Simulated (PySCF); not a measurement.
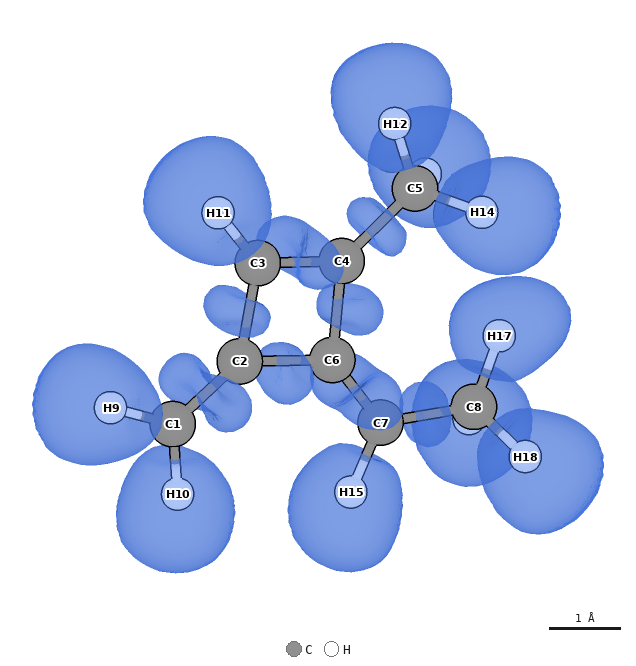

The picture shows: C8H10 (SMILES C=C1C=C(C)/C1=C\C). Isosurface of the electron localisation function at 0.8 (blue), seen at a tilt. Core shells and regions of very low density are left out.

Geometry: GFN2-xTB.

Level of theory: PBE0/def2-SVPD, SCF density, gas phase (PySCF).

Input

```
{"job": {"kind": "uv", "xc": "PBE0", "basis": "def2-SVPD", "nstates": 6, "ntriplets": 2}, "charge": 0, "multiplicity": 1}
C     -1.595522    -2.472558     0.029380
C     -1.252504    -1.198956    -0.050889
C     -1.936037     0.084102    -0.265879
C     -0.784304     0.793846    -0.181772
C     -0.450958     2.232564    -0.276889
C      0.024725    -0.426731     0.043919
C      1.291742    -0.758077     0.243556
C      2.444789     0.187734     0.304847
H     -2.619429    -2.790331    -0.074836
H     -0.862815    -3.242290     0.201849
H     -2.965598     0.342750    -0.428321
H     -1.351490     2.818449    -0.451158
H      0.247487     2.408141    -1.095808
H      0.019847     2.576269     0.644750
H      1.537354    -1.804411     0.377019
H      3.175568    -0.063408    -0.464554
H      2.123584     1.214682     0.162850
H      2.944802     0.104544     1.270279
```

Command:

```sh
OMP_NUM_THREADS=1 python probes_run.py task.json out
```

**Describe the localisation domains.**

The surface consists of eight regions between bonded C–C atoms (shared pairs) and ten regions around hydrogen nuclei. Along the contacts the grid gives the following. C–C (1.32 Å): the ELF peaks at about 0.95 between the atoms; a short, multiple covalent bond. C–H (1.07 Å): the ELF climbs to about 1 towards the hydrogen, as it does in any bond to H (an ordinary covalent bond to hydrogen).
